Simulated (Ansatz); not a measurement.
A relaxed structure of BeTe. Space group P6₃mc (No. 186), wurtzite type. Level of theory: r2SCAN (plane waves to 500 eV, PAW, scalar-relativistic; Ansatz, a quantum-chemistry and plane-wave program).

Space group P6₃mc (No. 186); a = 3.985 Å, b = 3.985 Å, c = 6.583 Å, α = 90.00°, β = 90.00°, γ = 120.00°

```json
[
 {"atom": "Be", "site": "2b", "symmetry": "3m.", "x": "0.6667", "y": "0.3333", "z": "0.1904"},
 {"atom": "Te", "site": "2b", "symmetry": "3m.", "x": "0.3333", "y": "0.6667", "z": "0.3169"}
]
```

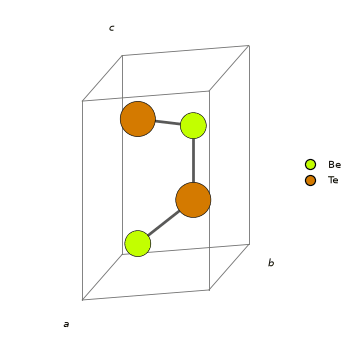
Figure. The conventional cell of the relaxed structure

```json
{
 "volume_per_atom": "22.63 Å³",
 "density": "5.01 g/cm³",
 "band_gap": "2.57 eV, indirect (valence top at Γ, conduction bottom at M) (no spin-orbit coupling)",
 "smallest_direct_gap": "3.21 eV at Γ",
 "shortest_distances": "Be–Te 2.45 Å",
 "k-mesh": "10×10×5"
}
```

No spin polarisation in the result. Spin-orbit coupling is missing; with elements this heavy it can move band edges by tenths of an eV or more.

It was reached from a disturbed copy of a P6₃/mmc (No. 194) cell, against which it lies -0.226 eV/atom.

The first start was generated by placing the elements on the sites of a structure type. Materials Project lists a structure of BeTe in the same space group, P6₃mc (No. 186); the sites were not compared with it, nor with measured phases.
